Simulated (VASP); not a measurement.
Energy against volume of MgSe (rock salt). Level of theory: LDA (Ceperley-Alder, Perdew-Zunger), VASP's LDA PAW potentials (set 64) (plane waves; VASP 6.6.1).

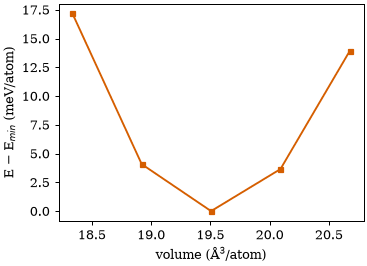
*Energy against volume*

Q: Estimate the equilibrium volume and the bulk modulus.

A: The minimum lies near 19.5 Å³/atom, and the curvature gives B0 of about 70 GPa.

Measured: a 5.460 Å (computed value off by -1.4 %), as given by M J Lucero et al., Journal of Physics Condensed Matter (2012), arXiv:1111.4515. The calculation is for a static lattice, while the measured a holds thermal and zero-point effects, which are part of the difference.

The compound is MgSe in the rock salt structure. It was relaxed first.
